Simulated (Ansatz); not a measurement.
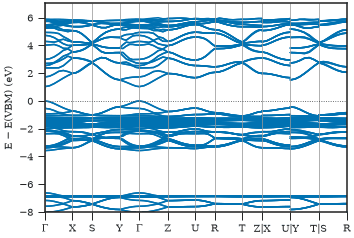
Figure: Band structure from PBE with spin–orbit coupling in the plane-wave PAW code Ansatz

Question: Read off the gap and where the band edges lie.

Answer: About 1.0 eV (1.03 eV by a search for the band edges); maximum at Γ, minimum at Γ.

The material is CsPbBr₃ in space group Pnma (No. 62; Pb on 4a, Cs on 4c, Br on 8d, Br on 4c).

The PBE relaxation kept the symmetry of its start.

Potentials: the later of the program's two PAW sets.
